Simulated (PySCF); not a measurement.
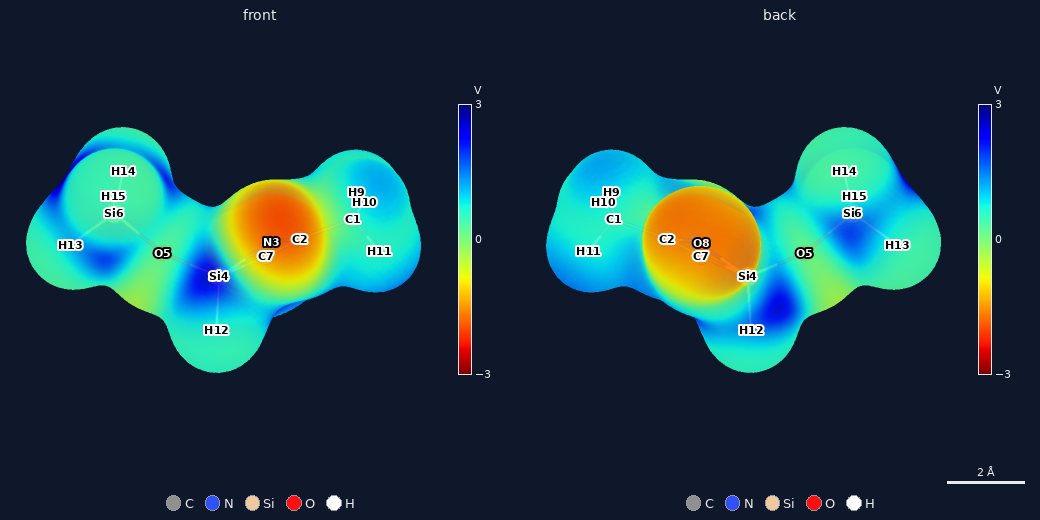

The picture shows: C$_{3}$H$_{7}$NO$_{2}$Si$_{2}$. The molecular electrostatic potential painted on the density surface at 0.004 e/bohr³, seen from the front and from behind; the colour scale runs from red (negative) to blue (positive).

Geometry: GFN2-xTB.

Computed with PBE0/pcSseg-1, SCF density, gas phase, non-relativistic (PySCF 2.14.0).

```xyz
15

C     2.6581    1.0149   -1.0272
C     1.5306    0.4333   -0.2799
N     0.6611    1.0648    0.4277
Si   -0.1542   -0.3536    1.1394
O    -1.7407   -0.5002    0.9676
Si   -3.2610   -0.3866    0.3817
C     1.0672   -0.9942   -0.2310
O     1.1644   -1.8630   -1.0615
H     2.6554    0.6258   -2.0448
H     2.6011    2.1004   -1.0320
H     3.5924    0.7026   -0.5594
H     0.1407   -0.5646    2.5392
H    -3.9926   -1.3857    1.1549
H    -3.2280   -0.6934   -1.0458
H    -3.6990    0.9800    0.6491
```

Question: Where is the surface potential most negative and most positive?

Answer: The most negative region (about −1.9 V) lies over N3, the most positive (about +2.8 V) over Si6. N3 is the likeliest acceptor of a hydrogen bond.
